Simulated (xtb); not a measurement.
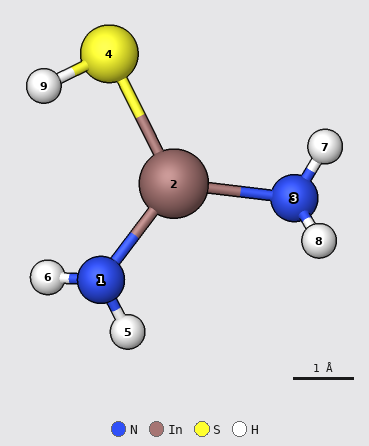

Figure 1. The structure as given in the input (ball-and-stick view, seen at a tilt; atoms are numbered from 1 in the order of the input). Sticks mark near contacts. Bond lengths as drawn: H–N 1.01 to 1.02 Å, H–S 1.33 Å, In–N 2.06 Å and In–S 2.42 Å.

## Run report: InN₂H₅S, energy and gradient calculation

- system: InN₂H₅S, SMILES [NH2][In]([NH2])[SH]
- method: GFN2-xTB (xtb 6.7.1)

The geometry comes from this level: GFN2-xTB.

## Input (start.xyz)
```
9

N     -0.723760     1.393030     0.917710
In     0.201490    -0.095110    -0.172080
N     -0.716030    -1.906140    -0.526960
S      2.419410     0.416580    -0.986880
H     -1.722060     1.218010     0.970170
H     -0.615360     2.306150     0.484760
H     -0.032430    -2.631820    -0.723360
H     -1.250070    -2.216740     0.279740
H      2.438790     1.516040    -0.243120
```

Hardware: 1 thread of AMD EPYC (Zen 5), 176 GiB of memory available, shared host.

Launch command:
```bash
xtb start.xyz --grad --json -c 0 --gfn 2 > start.out 2> xtb.err
```

## Output
```
* xtb version 6.7.1
   ID    Z sym.   atoms
    1    7 N      1, 3
    2   49 In     2
    3   16 S      4
    4    1 H      5-9

           -------------------------------------------------
          |                Calculation Setup                |
           -------------------------------------------------

          program call               : xtb start.xyz --grad --json -c 0 --gfn 2
          coordinate file            : start.xyz
          omp threads                :                     1

           -------------------------------------------------
          |                 G F N 2 - x T B                 |
           -------------------------------------------------

      * Hamiltonian:
        H0-scaling (s, p, d)           1.850000    2.230000    2.230000
        zeta-weighting                 0.500000
      * Dispersion:
        s8                             2.700000
        a1                             0.520000
        a2                             5.000000
        s9                             5.000000
      * Repulsion:
        kExp                           1.500000    1.000000
        rExp                           1.000000
      * Coulomb:
        alpha                          2.000000
        third order                    shell-resolved
        anisotropic                    true
        a3                             3.000000
        a5                             4.000000
        cn-shift                       1.200000
        cn-exp                         4.000000
        max-rad                        5.000000

          ...................................................
          :                      SETUP                      :
          :.................................................:
          :  # basis functions                  33          :
          :  # atomic orbitals                  31          :
          :  # shells                           15          :
          :  # electrons                        24          :
          :  max. iterations                   250          :
          :  Hamiltonian                  GFN2-xTB          :
          :  restarted?                      false          :
          :  GBSA solvation                  false          :
          :  PC potential                    false          :
          :  electronic temp.          300.0000000     K    :
          :  accuracy                    1.0000000          :
          :  -> integral cutoff          0.2500000E+02      :
          :  -> integral neglect         0.1000000E-07      :
          :  -> SCF convergence          0.1000000E-05 Eh   :
          :  -> wf. convergence          0.1000000E-03 e    :
          :  Broyden damping             0.4000000          :
          :  net charge                          0          :
          :  unpaired electrons                  0          :
          ...................................................

 iter      E             dE          RMSdq      gap      omega  full diag
   1    -12.7811020 -0.127811E+02  0.143E+01    2.16       0.0  T
   2    -12.9078990 -0.126797E+00  0.717E+00    2.43       1.0  T
   3    -12.9411740 -0.332750E-01  0.447E+00    2.77       1.0  T
   4    -12.9422106 -0.103660E-02  0.163E+00    2.67       1.0  T
   5    -12.9438305 -0.161996E-02  0.331E-01    2.67       1.0  T
   6    -12.9438073  0.232616E-04  0.147E-01    2.67       1.0  T
   7    -12.9438637 -0.564358E-04  0.411E-02    2.68       1.0  T
   8    -12.9438653 -0.155793E-05  0.189E-02    2.68       1.8  T
   9    -12.9438654 -0.161749E-06  0.701E-03    2.68       4.8  T
  10    -12.9438654 -0.139816E-07  0.222E-03    2.68      15.0  T
  11    -12.9438654 -0.445254E-09  0.555E-04    2.68      60.1  T
  12    -12.9438654 -0.345093E-10  0.143E-04    2.68     232.4  T

   *** convergence criteria satisfied after 12 iterations ***

         #    Occupation            Energy/Eh            Energy/eV
      -------------------------------------------------------------
         1        2.0000           -0.7099172             -19.3178
       ...           ...                  ...                  ...
         6        2.0000           -0.5084002             -13.8343
         7        2.0000           -0.4920534             -13.3895
         8        2.0000           -0.4525398             -12.3142
         9        2.0000           -0.4269247             -11.6172
        10        2.0000           -0.3986840             -10.8487
        11        2.0000           -0.3965862             -10.7917
        12        2.0000           -0.3887477             -10.5784 (HOMO)
        13                         -0.2902249              -7.8974 (LUMO)
        14                         -0.1547422              -4.2107
        15                         -0.1430781              -3.8934
        16                         -0.0473203              -1.2876
        17                         -0.0214036              -0.5824
       ...                                ...                  ...
        31                          1.0134866              27.5784
      -------------------------------------------------------------
                  HL-Gap            0.0985228 Eh            2.6809 eV
             Fermi-level           -0.3394863 Eh           -9.2379 eV

 SCC (total)                   0 d,  0 h,  0 min,  0.003 sec
 SCC setup                      ...        0 min,  0.000 sec (  1.862%)
 Dispersion                     ...        0 min,  0.000 sec (  0.749%)
 classical contributions        ...        0 min,  0.000 sec (  0.474%)
 integral evaluation            ...        0 min,  0.001 sec ( 14.868%)
 iterations                     ...        0 min,  0.002 sec ( 54.563%)
 molecular gradient             ...        0 min,  0.001 sec ( 26.061%)
 printout                       ...        0 min,  0.000 sec (  1.199%)

         :::::::::::::::::::::::::::::::::::::::::::::::::::::
         ::                     SUMMARY                     ::
         :::::::::::::::::::::::::::::::::::::::::::::::::::::
         :: total energy             -12.851028102251 Eh    ::
         :: gradient norm              0.000442342330 Eh/a0 ::
         :: HOMO-LUMO gap              2.680941956116 eV    ::
         ::.................................................::
         :: SCC energy               -12.943853666343 Eh    ::
         :: -> isotropic ES            0.040069767618 Eh    ::
         :: -> anisotropic ES          0.000184386122 Eh    ::
         :: -> anisotropic XC          0.008419534869 Eh    ::
         :: -> dispersion             -0.004616775692 Eh    ::
         :: repulsion energy           0.092825564092 Eh    ::
         :: add. restraining           0.000000000000 Eh    ::
         :: total charge              -0.000000000000 e     ::
         :::::::::::::::::::::::::::::::::::::::::::::::::::::

           -------------------------------------------------
          |                Property Printout                |
           -------------------------------------------------

    * Orbital Energies and Occupations

         #    Occupation            Energy/Eh            Energy/eV
      -------------------------------------------------------------
         1        2.0000           -0.7099172             -19.3178
         2        2.0000           -0.6014992             -16.3676
         3        2.0000           -0.5936585             -16.1543
         4        2.0000           -0.5552109             -15.1081
         5        2.0000           -0.5117011             -13.9241
         6        2.0000           -0.5084002             -13.8343
         7        2.0000           -0.4920534             -13.3895
         8        2.0000           -0.4525398             -12.3142
         9        2.0000           -0.4269247             -11.6172
        10        2.0000           -0.3986840             -10.8487
        11        2.0000           -0.3965862             -10.7917
        12        2.0000           -0.3887477             -10.5784 (HOMO)
        13                         -0.2902249              -7.8974 (LUMO)
        14                         -0.1547422              -4.2107
        15                         -0.1430781              -3.8934
        16                         -0.0473203              -1.2876
        17                         -0.0214036              -0.5824
        18                         -0.0163637              -0.4453
        19                         -0.0043294              -0.1178
        20                          0.0043552               0.1185
        21                          0.0232099               0.6316
        22                          0.0259283               0.7055
        23                          0.0520925               1.4175
       ...                                ...                  ...
        31                          1.0134866              27.5784
      -------------------------------------------------------------
                  HL-Gap            0.0985228 Eh            2.6809 eV
             Fermi-level           -0.3394863 Eh           -9.2379 eV

     #   Z          covCN         q      C6AA      α(0)
     1   7 N        2.519    -0.404    30.530     8.206
     2  49 In       2.491     0.223   278.050    31.879
     3   7 N        2.519    -0.392    30.204     8.162
     4  16 S        1.780    -0.292   153.690    20.867
     5   1 H        0.870     0.167     1.291     1.779
     6   1 H        0.867     0.168     1.286     1.776
     7   1 H        0.868     0.174     1.245     1.748
     8   1 H        0.868     0.170     1.272     1.766
     9   1 H        0.924     0.187     1.165     1.688

 Mol. C6AA /au·bohr⁶  :       2066.982376
 Mol. C8AA /au·bohr⁸  :     129075.089602
 Mol. α(0) /au        :         77.869240

Wiberg/Mayer (AO) data.
largest (>0.10) Wiberg bond orders for each atom

 ---------------------------------------------------------------------------
     #   Z sym  total        # sym  WBO       # sym  WBO       # sym  WBO
 ---------------------------------------------------------------------------
     1   7 N    3.159 --     2 In   0.939     5 H    0.935     6 H    0.929
                             4 S    0.187     3 N    0.165
     2  49 In   2.988 --     3 N    0.959     1 N    0.939     4 S    0.893
     3   7 N    3.173 --     2 In   0.959     7 H    0.929     8 H    0.928
                             4 S    0.188     1 N    0.165
     4  16 S    2.190 --     9 H    0.916     2 In   0.893     3 N    0.188
                             1 N    0.187
     5   1 H    0.972 --     1 N    0.935
     6   1 H    0.972 --     1 N    0.929
     7   1 H    0.970 --     3 N    0.929
     8   1 H    0.971 --     3 N    0.928
     9   1 H    0.965 --     4 S    0.916
 ---------------------------------------------------------------------------

Topologies differ in total number of bonds
Writing topology from bond orders to xtbtopo.mol

molecular dipole:
                 x           y           z       tot (Debye)
 q only:       -0.454       0.152       0.388
   full:       -0.679       0.108       0.483       2.137
molecular quadrupole (traceless):
                xx          xy          yy          xz          yz          zz
 q only:       -2.309       0.876       5.893       1.692      -1.312      -3.584
  q+dip:       -4.030      -0.601       9.258       2.138      -2.769      -5.228
   full:       -4.344      -1.194       8.381       2.809      -4.035      -4.037

           -------------------------------------------------
          | TOTAL ENERGY              -12.851028102251 Eh   |
          | GRADIENT NORM               0.000442342330 Eh/α |
          | HOMO-LUMO GAP               2.680941956116 eV   |
           -------------------------------------------------

------------------------------------------------------------------------
------------------------------------------------------------------------
 total:
 *  cpu-time:     0 d,  0 h,  0 min,  0.009 sec
 * ratio c/w:     0.999 speedup
 SCF:
 *  cpu-time:     0 d,  0 h,  0 min,  0.004 sec
 * ratio c/w:     0.997 speedup
```

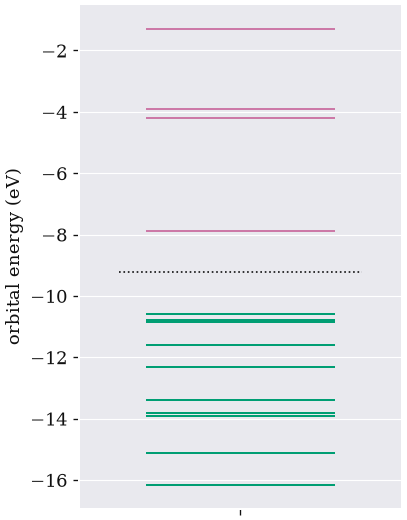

Figure 2. Orbital energies near the frontier; the dotted line parts filled from empty levels, and levels within 0.02 eV of each other stand side by side. Highest filled −10.58 eV, lowest empty −7.90 eV, 2.68 eV apart.

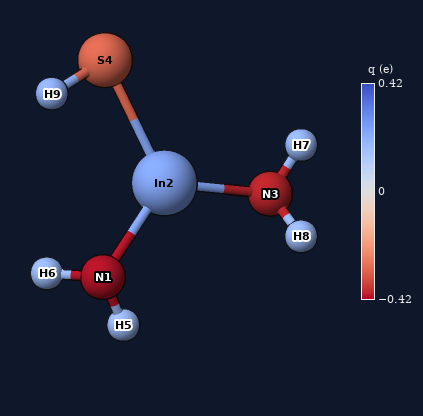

Figure 3. Mulliken charges, as the colour of each atom (ball-and-stick view, seen at a tilt; atoms are numbered from 1 in the order of the input). By element: N −0.40 to −0.39, In +0.22, S −0.29 and H +0.17 to +0.19 e.

## Summary

- outcome: converged
- electrons treated: 24
- total energy: −12.851028 hartree
- dispersion energy: −0.004617 hartree
- basis functions: 33
- largest force: 0.012 eV/Å
- HOMO: −10.58 eV
- LUMO: −7.90 eV
- dipole moment: 2.14 D
- peak memory: 0.074 GiB
